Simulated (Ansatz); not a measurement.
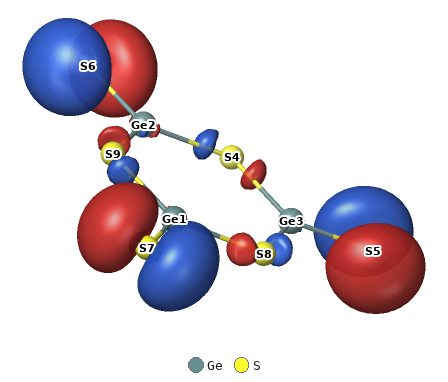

*Ge$_{3}$S$_{6}$. The HOMO at ±0.1 Å⁻³ᐟ² (blue and red are the two phases), seen at an oblique angle.*

Geometry: r2SCAN-D4/def2-SVP.

Theory: Ansatz 0.2.0, RKS PBE0-D4/def2-TZVP.

Input

```
crystal:
  periodic: [false, false, false]
  atoms:
    - {symbol: Ge, position_ang: [-0.766681, -2.044708, 0.132893]}
    - {symbol: Ge, position_ang: [2.157541, 0.357175, -0.072345]}
    - {symbol: Ge, position_ang: [-1.391183, 1.687675, -0.060781]}
    - {symbol: S, position_ang: [0.785135, 2.094341, -0.115444]}
    - {symbol: S, position_ang: [-2.676846, 3.249653, -0.128102]}
    - {symbol: S, position_ang: [4.153642, 0.686388, -0.138572]}
    - {symbol: S, position_ang: [-1.475309, -3.936345, 0.262236]}
    - {symbol: S, position_ang: [-2.209355, -0.365174, 0.079948]}
    - {symbol: S, position_ang: [1.423056, -1.728994, 0.040166]}
basis:
  gaussian: {orbitals: def2-TZVP, initial_orbitals: start.molden}
hamiltonian: {xc: pbe0, dispersion: d4}
scf: {omitted_lower_state_checks: [starts]}
output: {orbitals: {seedname: orbitals}}
```

Command:

```sh
ansatz run in.yaml --threads 4 --pin off --events-out ev --progress --plain --max-ram 6963MiB
```

Q: What is the character of this orbital?

A: By Hirshfeld shares it lies mainly on S5 (about 30 %), S6 (about 30 %) and S7 (about 30 %); it is symmetric in the molecular plane (an in-plane orbital: σ, lone-pair or in-plane π type); largely a combination of lone pairs on S5, S6 and S7. Its energy is −7.51 eV.
